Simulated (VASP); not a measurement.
## Ta: free energy against electron temperature

Wanted: TS, pressure and Fermi level of Ta against the smearing width, on one dense mesh.

Method: PBEsol; plane waves and PAW (Ta_pv), in the first sound run; inputs show where later runs differ, in VASP 6.6.1.

**1. Starting point**

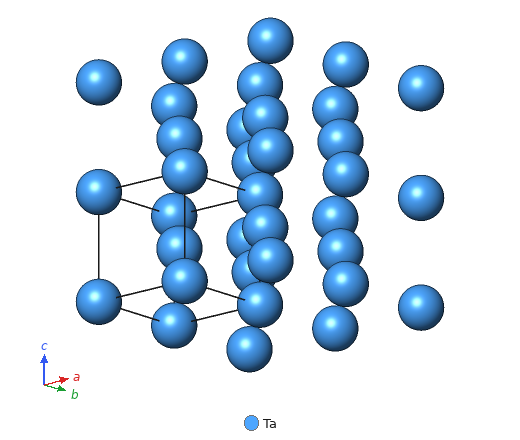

The starting structure, seen from a free direction (tantalum blue). 2×2×2 cells are drawn. This picture shows the conventional cell, with its axes. Some periodic images of atoms are drawn too.

**2. Relax the crystal, PBEsol**

The cell is relaxed and then held.

This step took 2 runs in a row; the last is shown.

Level: PBEsol; plane waves and PAW (Ta_pv).

File INCAR:

```
SYSTEM = Ta
PREC = Accurate
ENCUT = 450
EDIFF = 1E-07
NELM = 120
ISMEAR = 1
SIGMA = 0.15
LREAL = .FALSE.
ALGO = Normal
GGA = PS
NBANDS = 11
LASPH = .TRUE.
LORBIT = 11
LWAVE = .FALSE.
LCHARG = .FALSE.
KPAR = 8
IBRION = 2
NSW = 40
ISIF = 3
EDIFFG = -0.005
POTIM = 0.4
```

File POSCAR:

```
Ta
1.0
   -1.6405631250      1.6405631250      1.6405631250
    1.6405631250     -1.6405631250      1.6405631250
    1.6405631250      1.6405631250     -1.6405631250
Ta
1
Direct
    0.0000000000      0.0000000000      0.0000000000
```

File KPOINTS:

```
Automatic mesh
0
Gamma
18 18 18
0 0 0
```

The projector-augmented-wave data sets are Ta_pv (PBE family, release 64).

Started as:

```sh
$ mpirun -np 8 vasp_std
```

Output:

```text
[banner, memory and clock lines left out]
running    8 mpi-ranks, on    1 nodes
[...]
|                                                                             |
|           W    W    AA    RRRRR   N    N  II  N    N   GGGG   !!!           |
|           W    W   A  A   R    R  NN   N  II  NN   N  G    G  !!!           |
|           W    W  A    A  R    R  N N  N  II  N N  N  G       !!!           |
|           W WW W  AAAAAA  RRRRR   N  N N  II  N  N N  G  GGG   !            |
|           WW  WW  A    A  R   R   N   NN  II  N   NN  G    G                |
|           W    W  A    A  R    R  N    N  II  N    N   GGGG   !!!           |
|                                                                             |
|     For optimal performance we recommend to set                             |
|       NCORE = 2 up to number-of-cores-per-socket                            |
|     NCORE specifies how many cores store one orbital (NPAR=cpu/NCORE).      |
|     This setting can greatly improve the performance of VASP for DFT.       |
[...]
|     You enforced a specific xc type in the INCAR file but a different       |
|     [... a line on the potential file left out ...]
|     I HOPE YOU KNOW WHAT YOU ARE DOING!                                     |
|                                                                             |

 LDA part: xc-table for (Slater+PW92), standard interpolation
 POSCAR, INCAR and KPOINTS ok, starting setup
[...]
entering main loop
       N       E                     dE             d eps       ncg     rms          rms(c)
DAV:   1     0.510062144486E+02    0.51006E+02   -0.58598E+03  4306   0.865E+02
DAV:   2    -0.121859336167E+02   -0.63192E+02   -0.61686E+02  4759   0.233E+02
DAV:   3    -0.130455766536E+02   -0.85964E+00   -0.85141E+00  5182   0.263E+01
DAV:   4    -0.130483026329E+02   -0.27260E-02   -0.27256E-02  4721   0.157E+00
[...]
DAV:   9    -0.125521390111E+02   -0.49112E-07   -0.50199E-05  4894   0.742E-02    0.208E-02
DAV:  10    -0.125521364704E+02    0.25407E-05   -0.23476E-06  5104   0.176E-02    0.365E-03
DAV:  11    -0.125521364429E+02    0.27524E-07   -0.15121E-07  4296   0.435E-03
   1 F= -.12552136E+02 E0= -.12552343E+02  d E =-.125521E+02
[...]
reached required accuracy - stopping structural energy minimisation
```

Wall time 5.6 s (8 MPI ranks of Intel Xeon Platinum 8488C (Sapphire Rapids), shared host); peak memory 1.1 GiB; 39 s of CPU time.

Lines that name or quote the potential files are left out of all logs, and their timing lines are given in words.

Parts of OUTCAR (step 2):

```text
  Total       -0.0007023     -0.0007023     -0.0007023     -0.0000000     -0.0000000      0.0000000
  in kB       -0.0637099     -0.0637099     -0.0637099     -0.0000000     -0.0000000      0.0000000
  external PRESSURE =      -0.0637099 kB  Pullay stress =       0.0000000 kB

 POSITION                                       TOTAL-FORCE (eV/Angst)
 -----------------------------------------------------------------------------------
      0.00000      0.00000      0.00000        -0.000000      0.000000     -0.000000
 -----------------------------------------------------------------------------------
    total drift:                                0.000000     -0.000000     -0.000000

  FREE ENERGIE OF THE ION-ELECTRON SYSTEM (eV)
  ---------------------------------------------------
  free  energy   TOTEN  =       -12.5521364429 eV

  energy  without entropy=      -12.5527571055  energy(sigma->0) =      -12.55234333

 reached required accuracy - stopping structural energy minimisation

[... 3 further parts left out ...]
[key lines of the parts left out:]
E-fermi :   5.4856
```

Read from the output:

| Property | Result |
| --- | --- |
| energy(sigma→0) of the program | -12.5523 eV |
| stress, compression positive | xx, yy, zz -0.01, -0.01, -0.01 GPa |
| volume | 17.662 Å³ |
| ionic steps | 1 |

**3. Tetrahedra, PBEsol**

Tetrahedra give the density of states at the Fermi level without smearing.

Level: PBEsol; plane waves and PAW (Ta_pv).

File INCAR:

```
SYSTEM = Ta
PREC = Accurate
ENCUT = 450
EDIFF = 1E-08
NELM = 100
ISMEAR = -5
SIGMA = 0.15
LREAL = .FALSE.
ALGO = Normal
GGA = PS
NBANDS = 13
LASPH = .TRUE.
LORBIT = 11
LWAVE = .FALSE.
LCHARG = .FALSE.
KPAR = 2
ISIF = 2
NEDOS = 3001
```

POSCAR is that of step 2.

File KPOINTS:

```
Automatic mesh
0
Gamma
32 32 32
0 0 0
```

Started as:

```sh
$ mpirun -np 2 vasp_std
```

Output:

```text
[banner, memory and clock lines left out]
running    2 mpi-ranks, on    1 nodes
[...]
[... a notice as in an earlier step ...]

 LDA part: xc-table for (Slater+PW92), standard interpolation
 POSCAR, INCAR and KPOINTS ok, starting setup
[...]
entering main loop
       N       E                     dE             d eps       ncg     rms          rms(c)
DAV:   1     0.580324998377E+02    0.58032E+02   -0.55084E+03 23494   0.729E+02
DAV:   2    -0.121021504263E+02   -0.70135E+02   -0.68271E+02 27098   0.224E+02
DAV:   3    -0.130473877644E+02   -0.94524E+00   -0.94119E+00 26192   0.248E+01
DAV:   4    -0.130492320476E+02   -0.18443E-02   -0.18441E-02 25767   0.122E+00
[...]
DAV:  11    -0.125509708796E+02    0.49801E-07   -0.32891E-08 25420   0.189E-03    0.252E-04
DAV:  12    -0.125509708311E+02    0.48530E-07   -0.68749E-10 13356   0.253E-04    0.542E-05
DAV:  13    -0.125509708377E+02   -0.66057E-08   -0.15799E-10 11931   0.135E-04
   1 F= -.12550971E+02 E0= -.12550971E+02  d E =0.000000E+00
|                                                                             |
|           W    W    AA    RRRRR   N    N  II  N    N   GGGG   !!!           |
|           W    W   A  A   R    R  NN   N  II  NN   N  G    G  !!!           |
|           W    W  A    A  R    R  N N  N  II  N N  N  G       !!!           |
|           W WW W  AAAAAA  RRRRR   N  N N  II  N  N N  G  GGG   !            |
|           WW  WW  A    A  R   R   N   NN  II  N   NN  G    G                |
|           W    W  A    A  R    R  N    N  II  N    N   GGGG   !!!           |
|                                                                             |
|     Tetrahedron method does not include variations of the Fermi             |
|     occupations, so forces and stress will be inaccurate. We suggest        |
|     using a different smearing scheme ISMEAR = 1 or 2 for metals in         |
|     relaxations.                                                            |
|                                                                             |
```

Elapsed: 1.8 min, on 2 MPI ranks; peak memory 0.68 GiB.

OUTCAR, selected parts (step 3):

```text
  Total        0.0245283      0.0245283      0.0245283      0.0000000      0.0000000      0.0000000
  in kB        2.2250426      2.2250426      2.2250426      0.0000000      0.0000000      0.0000000
  external PRESSURE =       2.2250426 kB  Pullay stress =       0.0000000 kB

 POSITION                                       TOTAL-FORCE (eV/Angst)
 -----------------------------------------------------------------------------------
      0.00000      0.00000      0.00000        -0.000000      0.000000      0.000000
 -----------------------------------------------------------------------------------
    total drift:                                0.000000      0.000000      0.000000

  FREE ENERGIE OF THE ION-ELECTRON SYSTEM (eV)
  ---------------------------------------------------
  free  energy   TOTEN  =       -12.5509708377 eV

  energy  without entropy=      -12.5509708377  energy(sigma->0) =      -12.55097084

[... 1 part as in an earlier step ...]

[... 2 further parts left out ...]
[key lines of the parts left out:]
E-fermi :   5.4609
```

Read from the output:

| Quantity | Value |
| --- | --- |
| energy(sigma→0) of the program | -12.5510 eV |

The run ends at a pressure of 0.22 GPa.

**4. Electron temperature, PBEsol**

One member in full: SIGMA = 0.1 eV.

Level: PBEsol; plane waves and PAW (Ta_pv).

INCAR: that of step 3 with these lines changed.

```diff
@@ -5,4 +5,4 @@
 NELM = 100
-ISMEAR = -5
-SIGMA = 0.15
+ISMEAR = -1
+SIGMA = 0.1
 LREAL = .FALSE.
@@ -17,2 +17 @@
 ISIF = 2
-NEDOS = 3001
```

POSCAR is that of step 3.

KPOINTS is that of step 3.

Started as:

```sh
$ mpirun -np 2 vasp_std
```

Output:

```text
[... set-up lines as in an earlier step ...]
 entering main loop
       N       E                     dE             d eps       ncg     rms          rms(c)
DAV:   1     0.580400037721E+02    0.58040E+02   -0.55084E+03 23494   0.729E+02
DAV:   2    -0.121216452232E+02   -0.70162E+02   -0.68229E+02 27098   0.224E+02
DAV:   3    -0.130668058937E+02   -0.94516E+00   -0.93961E+00 26192   0.248E+01
DAV:   4    -0.130686508916E+02   -0.18450E-02   -0.18450E-02 25767   0.122E+00
[...]
DAV:  11    -0.125722067994E+02   -0.10675E-07   -0.33429E-08 25441   0.191E-03    0.254E-04
DAV:  12    -0.125722067561E+02    0.43289E-07   -0.69353E-10 13371   0.255E-04    0.546E-05
DAV:  13    -0.125722067641E+02   -0.79438E-08   -0.15924E-10 11931   0.136E-04
   1 F= -.12572207E+02 E0= -.12550922E+02  d E =-.425697E-01
```

The job ended after 71 s (2 MPI ranks; peak memory 0.49 GiB).

Parts of OUTCAR (step 4):

```text
  LATTYP: Found a body centered cubic cell.
 ALAT       =     3.2811262500

 Subroutine GETGRP returns: Found 48 space group operations
 (whereof 48 operations were pure point group operations)

The static configuration has the point symmetry O_h .

 Found    897 irreducible k-points:

   dimension x,y,z NGX =    20 NGY =   20 NGZ =   20
   dimension x,y,z NGXF=    40 NGYF=   40 NGZF=   40

   ENCUT  =  450.0 eV  33.07 Ry    5.75 a.u.   4.91  4.91  4.91*2*pi/ulx,y,z

   NELECT =      11.0000    total number of electrons

 E-fermi :   5.4853

 k-point     1 :       0.0000    0.0000    0.0000
  band No.  band energies     occupation
      1     -27.4658      2.00000
      2     -27.4658      2.00000
      3     -27.4658      2.00000
      4      -2.5250      2.00000
      5       6.2000      0.00157
      6       6.2000      0.00157
      7       6.2000      0.00157
      8       9.5403      0.00000
      9       9.5403      0.00000
    ...

 k-point     2 :       0.0312    0.0000    0.0000
  band No.  band energies     occupation
      1     -27.4790      2.00000
      2     -27.4698      2.00000
      3     -27.4658      2.00000
      4      -2.4797      2.00000
      5       6.1701      0.00212
      6       6.1925      0.00170
      7       6.2442      0.00101
      8       9.4884      0.00000
      9       9.5401      0.00000
    ...

  Total        0.0451303      0.0451303      0.0451303      0.0000000      0.0000000     -0.0000000
  in kB        4.0939283      4.0939283      4.0939283      0.0000000      0.0000000     -0.0000000
  external PRESSURE =       4.0939283 kB  Pullay stress =       0.0000000 kB

 POSITION                                       TOTAL-FORCE (eV/Angst)
 -----------------------------------------------------------------------------------
      0.00000      0.00000      0.00000         0.000000     -0.000000     -0.000000
 -----------------------------------------------------------------------------------
    total drift:                                0.000000     -0.000000     -0.000000

  FREE ENERGIE OF THE ION-ELECTRON SYSTEM (eV)
  ---------------------------------------------------
  free  energy   TOTEN  =       -12.5722067641 eV

  energy  without entropy=      -12.5296370540  energy(sigma->0) =      -12.55092191

 total charge
# of ion       s       p       d       tot
------------------------------------------
    1        0.374   6.174   2.426   8.974

[... 2 parts as in an earlier step ...]

[... 7 further parts left out ...]
```

Read from the output:

| Property | Result |
| --- | --- |
| energy(sigma→0) of the program | -12.5509 eV |
| stress, compression positive | xx, yy, zz 0.41, 0.41, 0.41 GPa |

The run ends at a pressure of 0.41 GPa.

**5. The table**

The other members went through these steps as far as the tables show, on the same mesh; 7 runs are not shown. The session took 0.35 core hours (wall time by ranks) on a shared machine.

```tsv
width kT (eV)	temperature (K)	free energy less that of the narrowest width (meV/atom)	TS (meV/atom)	pressure (GPa)	shift of the Fermi level (eV)
0.025	290	0.000	2.635	0.216	0.000
0.050	580	?	?	0.262	0.005
0.075	870	-10.597	24.007	0.323	0.013
0.100	1160	-19.929	42.570	0.409	0.022
0.150	1741	-46.169	92.974	0.651	0.043
0.200	2321	-81.533	158.279	0.977	0.066
0.300	3481	-175.927	326.543	1.846	0.121
```

**6. The Sommerfeld expansion**

At low temperature TS = (π²/3) g (kT)², so TS, twice the difference of energy(sigma→0) and the free energy, over (π²/3)(kT)² is an effective density of states: 1.281, 1.297, 1.294, 1.256, 1.203, 1.103 states/eV/atom in the rows shown.

Fitting a parabola to the 6 known rows (σ: width in eV) gives g = − 2.856 σ² + 0.2231 σ + 1.288 in states/eV/atom; the residuals are 0.010 states/eV/atom r.m.s.

For the withheld row, σ = 0.05, the fit gives 1.292 states/eV/atom.

**7. Checking the prediction**

The calculation gives 1.286 states/eV/atom, so the prediction is 0.006 states/eV/atom too high, within twice the residual of the fit.

The parabola in σ is an empirical guide, not the expansion itself. Tetrahedra give g = 1.279 states/eV/atom at the Fermi level, the limit that the series should reach at zero width.

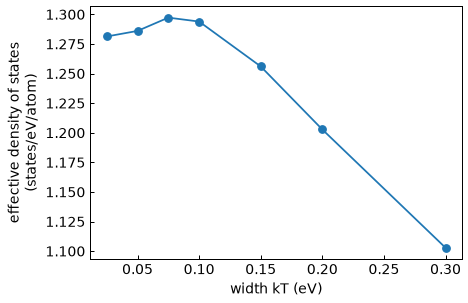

TS over (π²/3)(kT)² against the width.

**8. Results**

```json
{
 "density of states at the Fermi level, tetrahedra": "1.28 states/eV/atom",
 "Sommerfeld coefficient from it": "3.01 mJ per mole of atoms and K²",
 "pressure at the widest setting": "1.85 GPa",
 "error of the predicted g": "0.006 states/eV/atom"
}
```

What this shows: Against the tetrahedron value, the effective density of states stands at +0 % at 0.025 eV, +1 % at 0.05 eV, +1 % at 0.1 eV, -14 % at 0.3 eV. At the widest setting the states within reach are sparser than those at the Fermi level. Spin-orbit coupling is left out. The bare coefficient lacks the electron-phonon enhancement of measured heat capacities.

[Lines on the potential files, build, host, timing and source positions are cut from VASP's logs without a mark.]

[Logs are printed without paths, hosts, clocks, repeated set-up lines and the standing remarks that a program may print on its own settings, such as how far it seeks lower states.]

[Hosts, paths, dates, database ids (printed as entryN), source tags and the programs' standing remarks are cut or masked in the printed files.]
